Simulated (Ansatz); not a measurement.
Where the default PAW files enter, the runs use the earlier of Ansatz's two default sets.

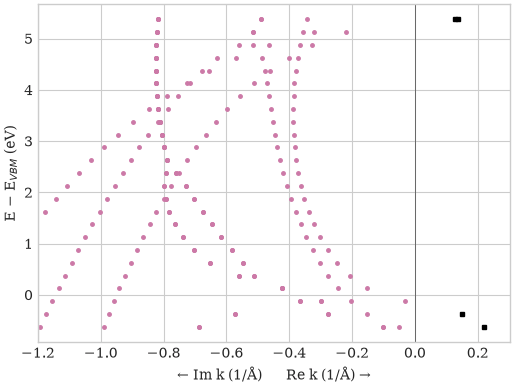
Complex bands at the centre of the two-dimensional zone; r2SCAN in Ansatz (a program for electronic structure)

The gap is the functional's own, uncorrected, and κ follows it; spin-orbit coupling is left out. Mid-gap means the computed energy nearest the middle.

### Question
This is HfO₂ (P4_2/nmc, 6 atoms a cell, 10.9 Å³ an atom, 4 GPa at this level) along the normal of (001). Read off the slowest decay at the centre of the two-dimensional zone at 2.62 eV, the computed energy nearest the middle of the gap.

### Answer
κ ≈ 0.38 1/Å, a decay length 1/(2κ) of the density of 1.3 Å.
